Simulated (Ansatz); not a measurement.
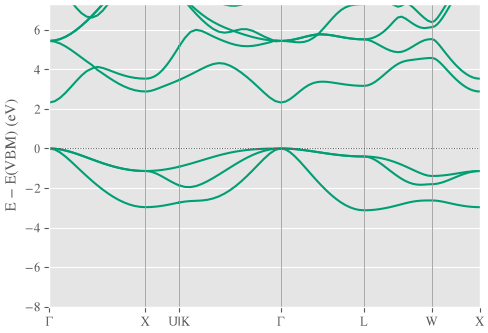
*Band structure from PBE (plane waves, PAW; program Ansatz)*

Problem. Read off the gap and where the band edges lie.

Solution. About 2.3 eV (2.33 eV by a search for the band edges); maximum at Γ, minimum at Γ.

The material is MgTe (zinc blende, F-43m).

Symmetry was held in the PBE relaxation. Spin–orbit coupling is left out wherever it is not named.

Potentials: the earlier of the program's two PAW sets.
